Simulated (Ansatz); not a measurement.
# CH2Al (quartet): one geometry, many settings at scale of all distances = 1.746

Aim: run CH2Al (quartet) at one geometry under a spread of methods and options, and see what each costs and gives.

Method: the settings change from run to run; program: Ansatz 0.2.0, Gaussian basis.

14 further runs of the same task are left out: 12 that didn't finish, 2 set aside as unsound or not needed.

## Step 1: The system

The geometry derives from a PBE0/def2-TZVP stationary point (not a proven minimum). All distances are scaled together.

4 atoms, charge 0, spin multiplicity 4.

Atoms are counted from 1 here; the program's logs count them from 0.

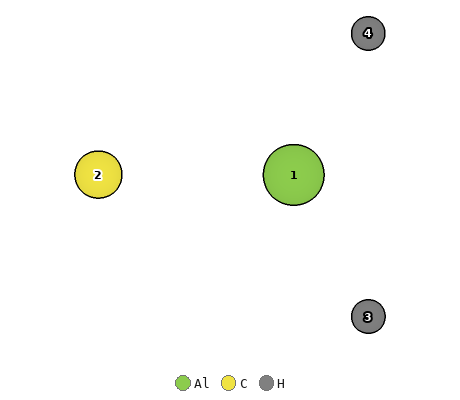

The structure; aluminium green, carbon yellow, hydrogen grey; atoms are numbered from 1 in the order of the file.

## Step 2: BCCD on UHF/6-31G*

The input, in.yaml:

```yaml
crystal:
  periodic: [false, false, false]
  atoms:
    - {symbol: Al, position_ang: [0.000000, 0.000000, 0.921251]}
    - {symbol: C, position_ang: [0.000000, 0.000000, -2.439560]}
    - {symbol: H, position_ang: [0.000000, 2.442651, 2.204517]}
    - {symbol: H, position_ang: [0.000000, -2.442650, 2.204517]}
basis:
  gaussian: {orbitals: "6-31G*"}
magnetization: {spin_polarized: true, initial_magnetization: 3}
correlation: {method: bccd, electrons: outside_noble_gas}
```

The run is started by

```console
> ansatz run in.yaml --threads 1 --pin off --events-out ev --progress --plain --max-ram 2393MiB
```

Standard output, cut to the lines that bear on the results:

```text
Functional definition: HF
  name "HF"
  cite "Fock, Z. Phys. 61, 126 (1930) doi:10.1007/BF01340294"
  parent pbe
[...]
373 factors; integrals over basis functions are off by at most 4.4e-4 eV
[...]
mean field -7634.29237595 eV, -280.5550701069 hartree, gradient 2.3e-6 eV, S^2 4.361661; 58 other end points of the search recorded, 0 dependent functions left out
determinant -7634.29237595 eV, -280.5550701069 hartree, with singles and doubles -7637.97959834 eV, -280.6905730306 hartree
determinant -7634.28316618 eV, -280.5547316541 hartree, with singles and doubles -7637.97023437 eV, -280.6902289110 hartree
determinant -7634.25775811 eV, -280.5537979248 hartree, with singles and doubles -7637.94727137 eV, -280.6893850361 hartree
determinant -7634.23276014 eV, -280.5528792663 hartree, with singles and doubles -7637.76014300 eV, -280.6825081954 hartree
determinant -7633.88851074 eV, -280.5402283341 hartree, with singles and doubles -7637.72312500 eV, -280.6811478090 hartree
determinant -7633.83657683 eV, -280.5383197984 hartree, with singles and doubles -7637.28397969 eV, -280.6650095164 hartree
determinant -7633.79090149 eV, -280.5366412603 hartree, with singles and doubles -7637.02470582 eV, -280.6554813777 hartree
determinant -7633.70547872 eV, -280.5335020315 hartree, with singles and doubles -7636.87551058 eV, -280.6499985536 hartree
determinant -7633.69843093 eV, -280.5332430300 hartree, with singles and doubles -7637.86044364 eV, -280.6861941761 hartree
[...]
determinant -7631.09808390 eV, -280.4376820392 hartree, with singles and doubles -7635.04987378 eV, -280.5829076386 hartree
determinant -7634.29237595 eV, -280.5550701069 hartree, with singles and doubles -7638.03698699 eV, -280.6926820243 hartree
determinant -7634.28316618 eV, -280.5547316541 hartree, with singles and doubles -7637.99476105 eV, -280.6911302498 hartree
determinant -7634.25775811 eV, -280.5537979248 hartree, with singles and doubles -7637.97049624 eV, -280.6902385343 hartree
determinant -7634.23276014 eV, -280.5528792663 hartree, with singles and doubles -7637.91086091 eV, -280.6880469763 hartree
determinant -7633.88851074 eV, -280.5402283341 hartree, with singles and doubles -7637.81608280 eV, -280.6845639454 hartree
determinant -7633.69843093 eV, -280.5332430300 hartree, with singles and doubles -7637.89289019 eV, -280.6873865646 hartree
determinant -7633.69644062 eV, -280.5331698876 hartree, with singles and doubles -7637.89906727 eV, -280.6876135681 hartree
6 core orbitals not correlated: weight in the atoms' cores, before any rotation towards them, 1.000 or more for the frozen orbitals, at most 0.000 for the correlated occupied ones
reference -7634.29237595 eV, -280.5550701069 hartree; 6, 3 occupied and 26, 29 virtual orbitals, 373 factors
second order -2.35782302 eV of doubles, -0.00000000 eV of singles
cycle   1  -3.81550552 eV  change   -7.1e-2 eV  update   4.9e-2
[...]
cycle  18  -3.68974497 eV  change    6.5e-7 eV  update   6.0e-6
WARN: the results are in doubt because among natural orbitals full CI differs from the method by -0.092 eV
Total energy: -7637.98212092 eV, -280.6906657337 hartree
In doubt: among natural orbitals full CI differs from the method by -0.092 eV
```

Run time: 83 s. Hardware: 1 thread of Intel Xeon at 2.50GHz, shared host.

From the report: ⟨S²⟩ of the determinant 4.362 (pure quartet: 3.75); correlation -3.6897 eV; largest double amplitude 0.13. The determinant is far from a pure spin state, so its energy mixes those of several spin states (harmless only where they are near-degenerate, as at dissociation). The program marks this result as in doubt; its last lines say why.

## Step 3: NEVPT2(7,7)/6-31G

in.yaml, as its differences from that of step 2:

```diff
@@ -8,4 +8,4 @@
 basis:
-  gaussian: {orbitals: "6-31G*"}
-magnetization: {spin_polarized: true, initial_magnetization: 3}
-correlation: {method: bccd, electrons: outside_noble_gas}
+  gaussian: {orbitals: 6-31G}
+magnetization: {spin_polarized: false, initial_magnetization: 3}
+correlation: {method: sc_nevpt2, electrons: all, active_space: {window: {electrons: 7, orbitals: 7}}}
```

The command is unchanged.

Standard output, cut to the lines that bear on the results:

```text
Functional definition: HF
  name "HF"
  cite "Fock, Z. Phys. 61, 126 (1930) doi:10.1007/BF01340294"
  parent pbe
[...]
329 factors; integrals over basis functions are off by at most 2.2e-4 eV
[...]
mean field -7633.53310252 eV, -280.5271673230 hartree, gradient 7.1e-6 eV, S^2 3.750000; 21 other end points of the search recorded, 0 dependent functions left out
[...]
reference -7632.71560448 eV, -280.4971248241 hartree; 12, 9 occupied and 14, 17 virtual orbitals, 329 factors
state -7635.07872197 eV, -280.5839677903 hartree
state -7635.07872197 eV, -280.5839677903 hartree; corrected -7636.20087536 eV, -280.6252061665 hartree
state -7631.90526624 eV, -280.4673454430 hartree
state -7631.90526624 eV, -280.4673454430 hartree; corrected -7633.21160896 eV, -280.5153526525 hartree
state -7635.07872197 eV, -280.5839677903 hartree; corrected -7636.20087536 eV, -280.6252061665 hartree
Total energy: -7636.20087536 eV, -280.6252061665 hartree
```

It took 32 s on 1 thread of Intel Xeon at 2.50GHz, shared host.

From the report: 135 determinants; active occupations 1.94, 1.72, 1.02, 1.00, 1.00, 0.18, 0.14.

## Step 4: CCSD/def2-mTZVP

in.yaml, as its differences from that of step 3:

```diff
@@ -8,4 +8,6 @@
 basis:
-  gaussian: {orbitals: 6-31G}
+  gaussian: {orbitals: def2-mTZVP}
 magnetization: {spin_polarized: false, initial_magnetization: 3}
-correlation: {method: sc_nevpt2, electrons: all, active_space: {window: {electrons: 7, orbitals: 7}}}
+hamiltonian: {xc: {name: PBE}}
+correlation: {method: ccsd, electrons: outside_noble_gas, diis_vectors: 12}
+accuracy: high
```

Same command.

Standard output, cut to the lines that bear on the results:

```text
Functional definition: PBE
  name "PBE"
  cite "Perdew, Burke & Ernzerhof, Phys. Rev. Lett. 77, 3865 (1996) doi:10.1103/PhysRevLett.77.3865"
  parent pbe
[...]
838 factors; integrals over basis functions are off by at most 1.3e-8 eV
[...]
mean field -7648.89617367 eV, -281.0917497743 hartree, gradient 2.9e-8 eV, S^2 3.750000; 15 other end points of the search recorded, 0 dependent functions left out
unrestricted determinant -7635.03669987 eV, -280.5824235063 hartree, S^2 4.3425
6 core orbitals not correlated: weight in the atoms' cores, before any rotation towards them, 1.000 or more for the frozen orbitals, at most 0.000 for the correlated occupied ones
reference -7632.33247878 eV, -280.4830452143 hartree; 6, 3 occupied and 35, 38 virtual orbitals, 838 factors
second order -4.05730705 eV of doubles, -0.94453424 eV of singles
cycle   1  -4.92780136 eV  change    -1.2e0 eV  update   1.3e-1
[...]
cycle  67  -6.26653229 eV  change  -2.7e-11 eV  update  4.3e-10
WARN: the results are in doubt because among natural orbitals full CI differs from the method by -0.157 eV
Total energy: -7638.59901107 eV, -280.7133360284 hartree
In doubt: among natural orbitals full CI differs from the method by -0.157 eV
```

Wall time 80 s (1 thread of Intel Xeon at 2.50GHz, shared host).

From the report: correlation -6.2665 eV; T1 0.092; largest double amplitude 0.19. The orbitals are Kohn-Sham ones, so correlation energy and T1 don't compare with those on Hartree-Fock orbitals. The program marks this result as in doubt; its last lines say why.

## Step 5: NEVPT2(3,9)/6-31G

in.yaml, as its differences from that of step 4:

```diff
@@ -8,6 +8,4 @@
 basis:
-  gaussian: {orbitals: def2-mTZVP}
+  gaussian: {orbitals: 6-31G, fitting: {mean_field: def2-universal-jkfit}}
 magnetization: {spin_polarized: false, initial_magnetization: 3}
-hamiltonian: {xc: {name: PBE}}
-correlation: {method: ccsd, electrons: outside_noble_gas, diis_vectors: 12}
-accuracy: high
+correlation: {method: sc_nevpt2, electrons: outside_noble_gas, active_space: {window: {electrons: 3, orbitals: 9}}}
```

The command is unchanged.

Standard output, cut to the lines that bear on the results:

```text
Functional definition: HF
  name "HF"
  cite "Fock, Z. Phys. 61, 126 (1930) doi:10.1007/BF01340294"
  parent pbe
[...]
239 factors; integrals over basis functions are off by at most 1.6e-1 eV
[...]
mean field -7633.53333383 eV, -280.5271758237 hartree, gradient 1.4e-6 eV, S^2 3.750000; 21 other end points of the search recorded, 0 dependent functions left out
reference -7632.71608559 eV, -280.4971425047 hartree; 12, 9 occupied and 14, 17 virtual orbitals, 239 factors
state -7633.63397798 eV, -280.5308744277 hartree
state -7633.63397798 eV, -280.5308744277 hartree; corrected -7635.20503457 eV, -280.5886096927 hartree
state -7631.24550277 eV, -280.4430995828 hartree
state -7631.24550277 eV, -280.4430995828 hartree; corrected -7632.70285368 eV, -280.4966562411 hartree
state -7633.63397798 eV, -280.5308744277 hartree; corrected -7635.20503457 eV, -280.5886096927 hartree
WARN: 4 active orbitals are nearly empty or full. The corrections depend on them more than the energy does, and are more stable in an active space without them
Total energy: -7635.20503457 eV, -280.5886096927 hartree
```

It took 55 s on 1 thread of Intel Xeon at 2.50GHz, shared host.

From the report: 46 determinants; active occupations 1.00, 1.00, 1.00, 0.00, 0.00, 0.00, 0.00, 0.00, 0.00. The report marks this result as in doubt.

## Step 6: The runs in one table

Where basis and cores are those of an earlier FCI/6-31G run (-7636.8119 eV), and the state is the same kind, the miss against it is given. † marks a result that the program doubts.

```csv
level,correlated,functions,energy (eV),from FCI (meV),time
BCCD on UHF/6-31G* †,outside noble gas,38,-7637.9821,,83 s
"NEVPT2(7,7)/6-31G",all,26,-7636.2009,,32 s
CCSD/def2-mTZVP (on PBE orbitals) †,outside noble gas,47,-7638.5990,,80 s
"NEVPT2(3,9)/6-31G †",outside noble gas,26,-7635.2050,1606.9,55 s
```

## Step 7: Outcome

```
quantity                       value
    runs                           4
quickest     NEVPT2(7,7)/6-31G, 32 s
 slowest  BCCD on UHF/6-31G* †, 83 s
```

**Reading.** Total energies in different bases, with other cores or another treatment of relativity can't be set against each other. BCCD on UHF/6-31G* † took 3 times as long as NEVPT2(7,7)/6-31G; the jobs differ in more than the method.
